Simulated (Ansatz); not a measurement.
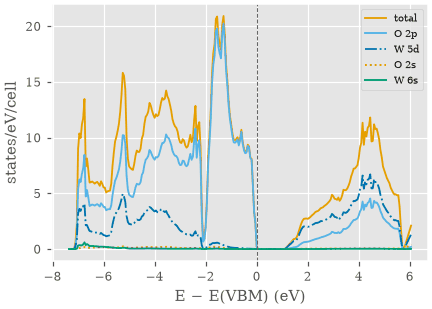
Fig. 1. Total and projected density of states of WO₃ in space group P-42_1m (No. 113; W on 4e, O on 4e, O on 8f), plane-wave PAW LDA (Ansatz code)

Q: Which orbitals carry the states next to the gap?

A: Top 1 eV of the valence band: O 2p 98 %. Bottom 1 eV of the conduction band: W 5d 76 %, O 2p 21 %. Projections are on Löwdin-orthogonalised atomic valence shells; empty p or d shells of many metals are not among them.

Q: Where is the tallest occupied peak in this window, and what makes it?

A: Near -1.3 eV, about 21 states/eV per cell; the largest projected share is O 2p.

The workflow started from a Materials Project entry (that database holds measured and hypothetical structures alike); the Crystallography Open Database copy checked does not list it. COD files the formula under space group No. 2, 14, 62, 129, 130, 191. Whether it is the stable phase at ambient conditions was not checked. Symmetry was held in the LDA relaxation; phonons show weakly imaginary modes. No spin polarisation was allowed. No Hubbard U is applied. Spin–orbit coupling is left out wherever it is not named.

Potentials: the later of the program's two PAW sets.
